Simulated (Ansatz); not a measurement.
# LuBRh3 (Pm-3m): the cell at rest

Wanted: the relaxed cell of LuBRh3 (Pm-3m).

Method: DFT PBEsol, scalar-relativistic, plane waves, PAW; PAW set soft_1, in Ansatz 0.2.0.

## (1) The starting structure

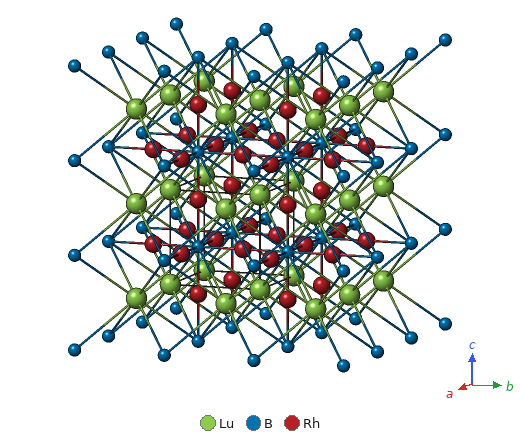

Start, viewed slightly off an axis; lutetium green, boron blue, rhodium red. 2×2×2 cells are drawn. Some periodic images of atoms are drawn too.

## (2) A coarse first look

A quick single point on a coarse mesh tells whether the cell has a gap and how far it is from rest, which sets the k mesh and smearing that follow.

input.yaml

```yaml
crystal:
  lattice:
    - [4.12, 0.0, 0.0]
    - [0.0, 4.12, 0.0]
    - [0.0, 0.0, 4.12]
  atoms:
    - { symbol: Lu, position: [0.0, 0.0, 0.0] }
    - { symbol: B, position: [0.5, 0.5, 0.5] }
    - { symbol: Rh, position: [0.0, 0.5, 0.5] }
    - { symbol: Rh, position: [0.5, 0.0, 0.5] }
    - { symbol: Rh, position: [0.5, 0.5, 0.0] }
kpoints:
  mp_grid: { grid: [4, 4, 4] }
hamiltonian:
  xc: pbesol
  pseudopotentials: { kind: paw, azcp: { folder: soft_1 }, xc_functional: pbe }
scf:
  occupations: { method: gaussian, width: 0.1 }
output:
  forces: true
  stress: true
  eigenvalues: true
```

The run is started by

```console
> ansatz run input.yaml --threads 4 --pin off --max-ram 10240MiB --backend cpu --events-out ev --progress --plain --runs-dir out
```

Numbers of over 12 decimals in the logs are rounded to 6 here.

The log of the run:

```text
Engine: ansatz 0.2.0, aarch64-unknown-linux-gnu
Pseudopotentials: kind: paw
Pseudopotential: Lu, paw, valence charge 25, recommended cutoff 420 eV (normal), soft_1/Lu.paw.azcp
Pseudopotential: B, paw, valence charge 3, recommended cutoff 420 eV (normal), soft_1/B.paw.azcp
Pseudopotential: Rh, paw, valence charge 17, recommended cutoff 420 eV (normal), soft_1/Rh.paw.azcp
Functional definition: PBEsol
[...]
k-point 0: bands = [... 36 lower, 18.7621, 18.7621, 19.8210, 19.8218, 19.8218, 19.8218, 23.6036, 23.6036, ... 4 higher]
  k-point 1: bands = [... 36 lower, 18.2239, 18.8597, 19.3732, 19.8229, 21.0018, 21.0018, 23.3472, 24.1225, ... 4 higher]
  k-point 2: bands = [... 36 lower, 18.3147, 18.3147, 18.7493, 19.8240, 21.5100, 21.5100, 23.0580, 23.5089, ... 4 higher]
  k-point 9: bands = [... 36 lower, 19.6481, 19.6481, 19.6481, 20.7092, 20.7092, 20.7092, 21.9261, 21.9261, ... 4 higher]
[key lines of the parts left out:]
SCF converged after 11 iterations
Free energy (F): -33785.153313 eV
Fermi energy:    19.480784 eV
P = ⅓ Tr σ = 0.0715 GPa (0.715 kbar)
```

The job ended after 1.2 s (4 threads of Arm Neoverse V2, shared host; peak memory 0.36 GiB; 3.9 s of CPU time).

This step gave:

```
pressure          : 0.07155 GPa
volume per atom   : 13.99 Å³
gap on the k-mesh : 0 eV
```

The coarse mesh shows no gap and a pressure of 0.1 GPa.

## (3) Relaxation

Harmonic phonons are second derivatives at a point where the forces vanish, and they are wanted at zero stress, so atoms and cell are relaxed first.

Changes to input.yaml since step 2:

```diff
@@ -12,3 +12,3 @@
 kpoints:
-  mp_grid: { grid: [4, 4, 4] }
+  mp_grid: { grid: [10, 10, 10] }
 hamiltonian:
@@ -22 +22,10 @@
   eigenvalues: true
+  write_density: true
+  write_potential: true
+  elf: true
+  volumetric_format: npy
+relax:
+  adjacent_minimum: "off"
+  f_tol: 0.005
+  max_steps: 80
+  cell: { stress_tol: 0.05 }
```

The log of the run:

```text
[...]
Crystal: 5 atoms, lattice volume = 69.935 Å³
Basis set: ecut = 420 eV, 1357 PW (Γ), exchange–correlation on 60×60×60 points (8 copies of the dense FFT grid, shifted against one another)
Bands: 48, of which v1, the nominal top of the filled ones, is band 40 counted from 1 (39 counted from 0)
Symmetry: 48 space group operations
[...]
k-points: 56 of 1000
[...]
SCF iter   1: F=—  HF=-33798.675906 eV  |F-HF|=—  |Δ(HF+E_count)|=         —  Δρ=2.81e-1  dr2=9.24e1  ethr=3.10e-3  ⟨swp⟩=5.7  Hψ=10881  notcnv=0
[...]
SCF iter  12: F=-33785.136209 eV  HF=-33785.136209 eV  |F-HF|=1.56e-9  |Δ(HF+E_count)|=   5.08e-9  Δρ=3.06e-6  dr2=5.98e-9  ethr=1.08e-10  ⟨swp⟩=7.7  Hψ=20335  notcnv=0
SCF 1 converged in 12 iterations: F = -33785.136209 eV  dr2 = 5.98e-9
[...]
relax step   1: F+E_penalty+E_count = -33785.13620871 eV  Δ(F+E_penalty+E_count) = +0.000e0 eV  max|allowed force component| = 2.762e-28 eV/Å  Δτ_max = 0.0000 Å  P = +0.122 GPa  Ω = 69.935 Å³  (12 SCF iters, dr2 threshold 1.00e-7 eV, accepted)
Crystal: 5 atoms, lattice volume = 69.991 Å³
[...]
iter 1 solved again at ethr=6.27e-8 eV; its pass at ethr=3.10e-3 eV (dr2=4.95e-5 eV) is discarded
[...]
SCF iter   6: F=-33785.136179 eV  HF=-33785.136179 eV  |F-HF|=1.32e-8  |Δ(HF+E_count)|=   6.92e-8  Δρ=2.71e-6  dr2=1.05e-8  ethr=4.69e-11  ⟨swp⟩=10.2  Hψ=25942  notcnv=0
SCF 2 converged in 6 iterations: F = -33785.136179 eV  dr2 = 1.05e-8
[...]
relax step   2: F+E_penalty+E_count = -33785.13617903 eV  Δ(F+E_penalty+E_count) = +2.968e-5 eV  max|allowed force component| = 1.509e-29 eV/Å  Δτ_max = 0.0000 Å  P = -0.049 GPa  Ω = 69.991 Å³  energy of the carried Pulay correction = -4.246e-5 eV  (6 SCF iters, dr2 threshold 3.70e-8 eV, accepted)
[...]
SCF iter   6: F=-33785.136242 eV  HF=-33785.136242 eV  |F-HF|=7.28e-12  |Δ(HF+E_count)|=  5.09e-11  Δρ=9.73e-8  dr2=7.89e-12  ethr=1.00e-12  ⟨swp⟩=8.8  Hψ=18776  notcnv=0
SCF 3 converged in 6 iterations: F = -33785.136242 eV  dr2 = 7.89e-12
relax step   3: F+E_penalty+E_count = -33785.13624224 eV  Δ(F+E_penalty+E_count) = -6.321e-5 eV  max|allowed force component| = 2.198e-29 eV/Å  Δτ_max = 0.0000 Å  P = -0.049 GPa  Ω = 69.991 Å³  stress off target by 4.86e-2 GPa  SCF on the basis re-selected at this cell (its energy is not comparable with the rows above)  (6 SCF iters)
basis re-selected at this cell: Δ(F+E_penalty+E_count) = -6.321e-5 eV, ΔP = +0.000 GPa vs the last step (what re-selecting the basis moved, of the pressure what is left beyond the Pulay correction that the steps carried, after the strain that the cell walked since its last selection, with what the two solves' SCF thresholds leave and, on support functions, any second-order correction that the steps lacked; it is no m [...]
SCF converged after 6 iterations
Free energy (F): -33785.136242 eV
[...]
Internal energy: -33785.118440 eV  (E = F + TS)
E sigma→0 (E₀):  -33785.127341 eV
Entropy (-TS):   -0.017802 eV (-3.560 meV/atom)
Fermi energy:    19.447145 eV
[...]
--- Stress (GPa, compression-positive) ---
       -0.048613       0.000000       0.000000
        0.000000      -0.048613       0.000000
        0.000000       0.000000      -0.048613
  P = ⅓ Tr σ = -0.0486 GPa (-0.486 kbar)
--- Band table (eV; the first three rows and the last of 56) ---
  k-point 0: bands = [... 36 lower, 18.7236, 18.7236, 19.7666, 19.7666, 19.7666, 19.7686, 23.5772, 23.5772, ... 4 higher]
  k-point 1: bands = [... 36 lower, 18.4076, 19.0194, 19.6941, 19.7668, 20.1185, 20.1185, 23.5321, 23.7217, ... 4 higher]
  k-point 2: bands = [... 36 lower, 18.1650, 18.9897, 19.4768, 19.7673, 20.6927, 20.6927, 23.4068, 24.0188, ... 4 higher]
  k-point 55: bands = [... 36 lower, 19.5948, 19.5948, 19.5948, 20.6923, 20.6923, 20.6923, 21.8861, 21.8861, ... 4 higher]
--- Relaxed structure (2 steps of the walk, 2 accepted, 1 SCFs on fresh bases) ---
  F+E_penalty+E_count = -33785.13624224 eV   max|allowed force component| = 2.198e-29 eV/Å   (the final SCF, on the basis selected at the relaxed cell)
  cell:  # Å, volume = 69.9911 Å³
    - [4.121110, 0, 0]
    - [0, 4.121110, 0.0]
    - [0, 0.0, 4.121110]
  atoms:
    - { symbol: Lu, position: [0, 0, 0] }
    - { symbol: B, position: [0.5, 0.5, 0.5] }
    - { symbol: Rh, position: [0, 0.5, 0.5] }
    - { symbol: Rh, position: [0.5, 0, 0.5] }
    - { symbol: Rh, position: [0.5, 0.5, 0] }
```

Elapsed: 12 s, on 4 threads; peak memory 0.48 GiB; 45 s of CPU time.

Little changed from the start: no atom moved by 0.005 Å and no cell edge by 0.1 %.

Numbers from this step:

```
pressure        : -0.04861 GPa
volume per atom : 14.00 Å³
```

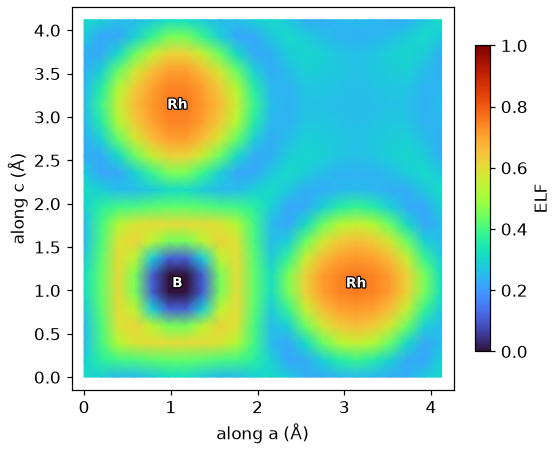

ELF in the ac plane at fractional y = 0.500, with atoms of B and Rh within 0.2 Å of it. It is the smooth field of the valence electrons, not physical close to the nuclei. The map starts off the cell's origin, so that atoms lie inside it.

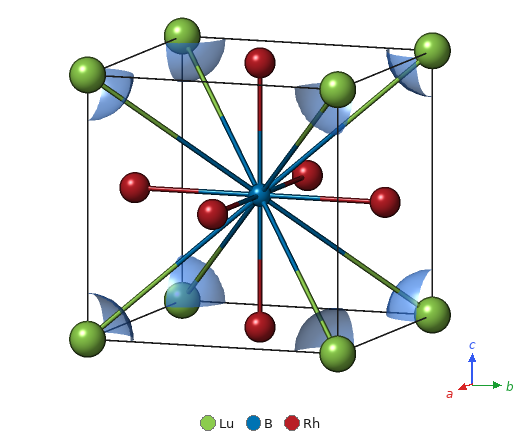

Surface of ELF = 0.78.

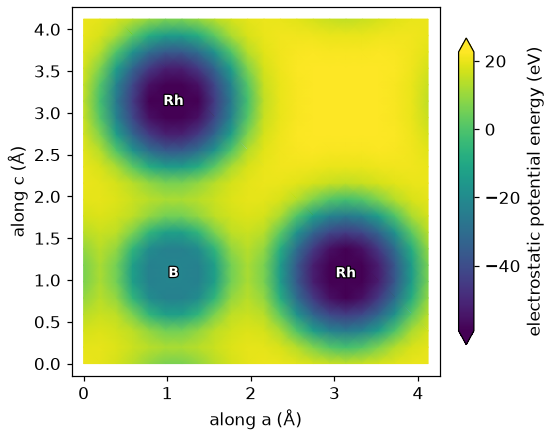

Electrostatic potential energy in the ac plane at fractional y = 0.500, with atoms of B and Rh within 0.2 Å of it. With pseudopotentials it is smooth inside the atoms' cores, unlike the true potential. The map starts off the cell's origin, so that atoms lie inside it.

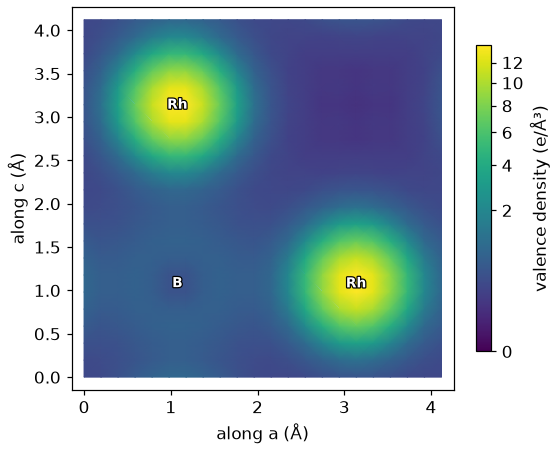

Valence density in the ac plane at fractional y = 0.500, with atoms of B and Rh within 0.2 Å of it. It is the smooth field of the valence electrons, not physical close to the nuclei. The map starts off the cell's origin, so that atoms lie inside it. The colour scale is stretched toward low values.

In this step the volume went from 13.99 to 14.00 Å³/atom.

## (4) Tight relaxation

Phonons need a cell at rest on their own settings, so the relaxation is repeated with tight tolerances on forces and stress on the k mesh and occupations of the first response run.

input.yaml, the sections that differ from step 3:

```yaml
crystal:
  lattice:
    - [4.1211099879, 0.0, 0.0]
    - [0.0, 4.1211099879, 0.0]
    - [0.0, 0.0, 4.1211099879]
  atoms:
    - { symbol: Lu, position: [0.0, 0.0, 0.0] }
    - { symbol: B, position: [0.5, 0.5, 0.5] }
    - { symbol: Rh, position: [0.0, 0.5, 0.5] }
    - { symbol: Rh, position: [0.5, 0.0, 0.5] }
    - { symbol: Rh, position: [0.5, 0.5, 0.0] }
kpoints:
  mp_grid: { grid: [12, 12, 12] }
scf:
  occupations: { method: methfessel_paxton, width: 0.2 }
relax:
  adjacent_minimum: "off"
  f_tol: 0.001
  max_steps: 60
  cell: { stress_tol: 0.01 }
# hamiltonian, output: as in step 3
```

The log of the run:

```text
[...]
Crystal: 5 atoms, lattice volume = 69.991 Å³
Basis set: ecut = 420 eV, 1357 PW (Γ), exchange–correlation on 60×60×60 points (8 copies of the dense FFT grid, shifted against one another)
Bands: 48, of which v1, the nominal top of the filled ones, is band 40 counted from 1 (39 counted from 0)
[... 1 set-up line as in the run before ...]
[...]
k-points: 84 of 1728
[...]
--- Relaxed structure (3 steps of the walk, 3 accepted, 1 SCFs on fresh bases) ---
[...]
cell:  # Å, volume = 69.9713 Å³
    - [4.120722, 0, 0.0]
    - [0, 4.120722, 0.0]
    - [0.0, 0.0, 4.120722]
  atoms:
    - { symbol: Lu, position: [0, 0, 0] }
    - { symbol: B, position: [0.5, 0.5, 0.5] }
    - { symbol: Rh, position: [0, 0.5, 0.5] }
    - { symbol: Rh, position: [0.5, 0, 0.5] }
    - { symbol: Rh, position: [0.5, 0.5, 0] }
[key lines of the parts left out:]
SCF converged after 5 iterations
Free energy (F): -33785.129060 eV
Fermi energy:    19.453346 eV
P = ⅓ Tr σ = -0.0002 GPa (-0.002 kbar)
```

The job ended after 20 s (4 threads; peak memory 0.53 GiB; 77 s of CPU time).

Little changed from the start: no atom moved by 0.005 Å and no cell edge by 0.1 %.

Numbers from this step:

* pressure: -1.72e-4 GPa
* volume per atom: 13.99 Å³

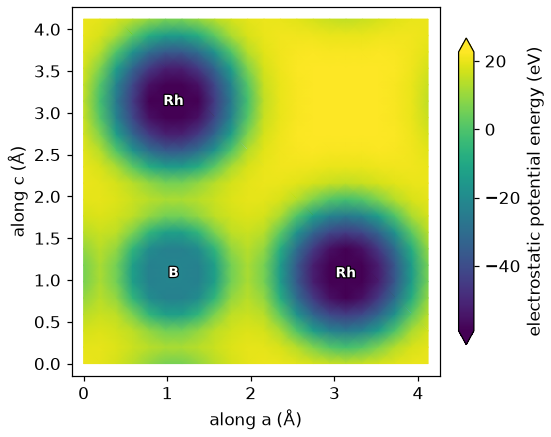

Electrostatic potential energy in the ac plane at fractional y = 0.500, with atoms of B and Rh within 0.2 Å of it. With pseudopotentials it is smooth inside the atoms' cores, unlike the true potential. The map starts off the cell's origin, so that atoms lie inside it.

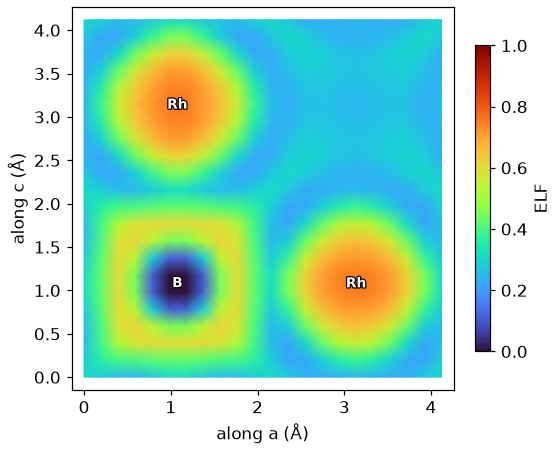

ELF in the ac plane at fractional y = 0.500, with atoms of B and Rh within 0.2 Å of it. It is the smooth field of the valence electrons, not physical close to the nuclei. The map starts off the cell's origin, so that atoms lie inside it.

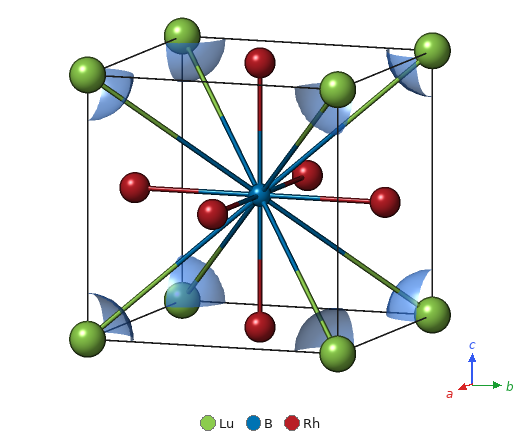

Surface of ELF = 0.78.

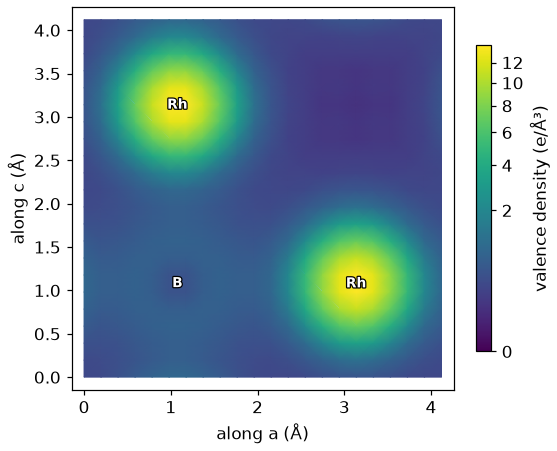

Valence density in the ac plane at fractional y = 0.500, with atoms of B and Rh within 0.2 Å of it. It is the smooth field of the valence electrons, not physical close to the nuclei. The map starts off the cell's origin, so that atoms lie inside it. The colour scale is stretched toward low values.

The forces vanish by symmetry and the pressure is 0.000 GPa, within the tolerances set. The cell now holds 13.99 Å³/atom.

## (5) Outcome

```yaml
space_group_after_relaxation_within_0p01_a: Pm-3m
lattice_constant_a: 4.121 Å
lattice_constant_b: 4.121 Å
lattice_constant_c: 4.121 Å
volume_per_atom: 14.0 Å³
```

**Reading.** The forces vanish by symmetry and the pressure is 0.000 GPa, within the tolerances set. The cell now holds 13.99 Å³/atom. The relaxation keeps the symmetry of its start, so it says nothing on stability against lower symmetry. The runs are without spin polarisation, although the cell has an odd electron count. Spin-orbit coupling is left out, which can matter for the heavy elements here. The PAW files were made for PBE and serve the other functionals too.

[Logs are printed without paths, hosts, clocks, repeated set-up lines and the standing remarks that a program may print on its own settings, such as how far it seeks lower states.]

[Hosts, paths, dates, database ids (printed as entryN), source tags and the programs' standing remarks are cut or masked in the printed files.]
